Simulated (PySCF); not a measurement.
C3H9BrSi, SMILES `CCC([SiH3])Br`.

Computed with PySCF, LC-wPBE/def2-SVP, geometry: GFN2-xTB. No frequency check shows the geometry to be a minimum. GFN2-xTB bond lengths at metals and heavier atoms can be off by up to 0.1 Å and shapes distorted, which carries into these values. Without diffuse functions Rydberg states are missing, so the states' numbers hold for this basis only.

Input

```python
import numpy as np
from pyscf import gto, scf, dft, tdscf
from pyscf.scf import atom_ks, atom_hf
from scipy.linalg import block_diag

def solve(mol, dm0=None, hcore=None):
    mf = (dft.UKS if mol.spin else dft.RKS)(mol, xc='lc_wpbe')
    mf.grids.level = 3
    mf = mf.density_fit(auxbasis='def2-universal-jkfit')
    mf.conv_tol, mf.max_cycle = 1e-8, 80
    if hcore is not None:
        mf.get_hcore = lambda *args: hcore
    mf.kernel(dm0)
    if not mf.converged:
        mf = mf.newton().run(mf.mo_coeff, mf.mo_occ, max_cycle=30)
    assert mf.converged, 'SCF not converged'
    return mf

mol = gto.M(atom='''
C      1.99754     1.72922    -0.10340
C      0.53861     1.64735     0.32968
C     -0.24695     0.58303    -0.41223
Si    -2.11009     0.51342     0.01536
Br     0.45313    -1.21228     0.03237
H      2.06911     1.94806    -1.16765
H      2.50669     0.78706     0.08953
H      2.51181     2.51481     0.44515
H      0.04880     2.60764     0.13929
H      0.48585     1.45799     1.40486
H     -0.07751     0.67423    -1.48622
H     -2.69203     1.80632    -0.34824
H     -2.69296    -0.57727    -0.75965
H     -2.21339     0.26539     1.45072
''', basis='def2-svp', charge=0, spin=0, verbose=4)
mf = solve(mol)
td = mf.TDA()
td.nstates, td.singlet, td.conv_tol = 5, True, 1e-5
td.kernel()
td.analyze()
x, y = np.array([p[0] for p in td.xy]), np.array([p[1] + 0 * p[0] for p in td.xy])
f, mu = td.oscillator_strength(), td.transition_dipole()
nto = [td.get_nto(state=i + 1, verbose=4) for i in range(len(td.e))]
# spherically averaged free atoms, for the promolecule
atm = atom_ks.get_atm_nrks(mol, xc='lc_wpbe')
pro = block_diag(*[(atm[a[0]][2] * atm[a[0]][3]) @ atm[a[0]][2].T for a in mol._atom])
np.savez('result.npz', e=td.e, f=f, ok=td.converged, w=[n[0] for n in nto], nto=[n[1] for n in nto], x=x, y=y, c=mf.mo_coeff, occ=mf.mo_occ, eps=mf.mo_energy, pro=pro, mu=mu)
```

Command:

```sh
OMP_NUM_THREADS=1 python input.py
```

The run took 11 min on 1 thread of Intel(R) Xeon(R) Processor @ 2.50GHz (Skylake/Cascade Lake) (shared host), peak memory 0.77 GiB.

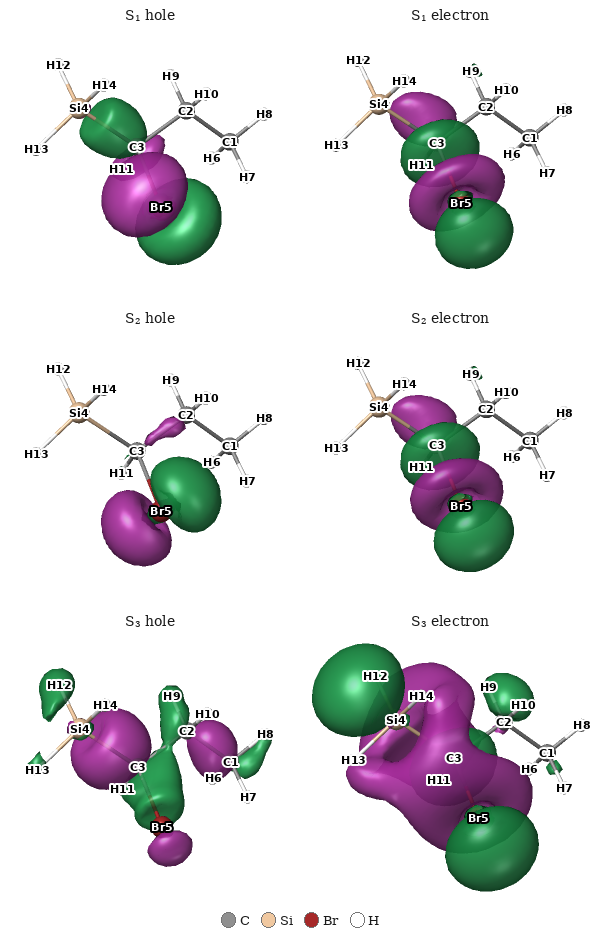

Leading natural transition orbitals (TDA singlet states).

### Describe these excited states.

By state:
- S₁: 6.22 eV (199 nm), f = 0.006; the leading pair carries 99 %; hole on Br5 (75 %), C3 (10 %) and Si4 (7 %), electron on Br5 (49 %), C3 (33 %) and Si4 (6 %); their centroids lie 0.5 Å apart.
- S₂: 6.50 eV (191 nm), f = 0.001 (very weak); the leading pair carries 100 %; hole on Br5 (88 %), electron on Br5 (50 %), C3 (33 %) and Si4 (6 %); their centroids lie 0.7 Å apart.
- S₃: 8.47 eV (146 nm), f = 0.085; the leading pair carries 66 %; hole on Br5 (36 %), C3 (24 %) and Si4 (17 %), electron on Br5 (28 %), Si4 (25 %) and C3 (22 %) (shares are of the whole state, not of the leading pair alone); their centroids lie 0.6 Å apart.
